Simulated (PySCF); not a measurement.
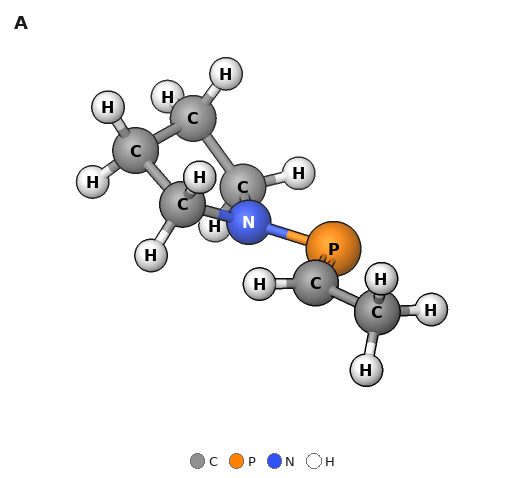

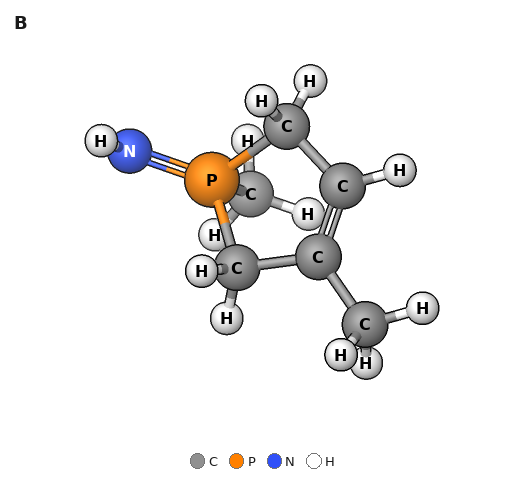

2 stationary structures of one formula. Geometries: GFN2-xTB. Electronic energies: PBE0/pcSseg-1 (PySCF 2.14.0), without zero-point energy. No frequency run is at hand to confirm each as a minimum. Each is one conformer, not always the lowest.

> Are they conformers, stereoisomers or constitutional isomers?

They are constitutional isomers of C6H12NP: A `C/C=P/N1CCCC1`, B `CC1=CC[P@](C)(=N)C1`.

> Which structure is the most stable?

B is lowest; A lies 3.4 kcal/mol above it.

The geometry is semi-empirical. Around P such bond lengths and angles can be off by a tenth of an ångström or more and by several degrees, and values that hang on the shape move with them.
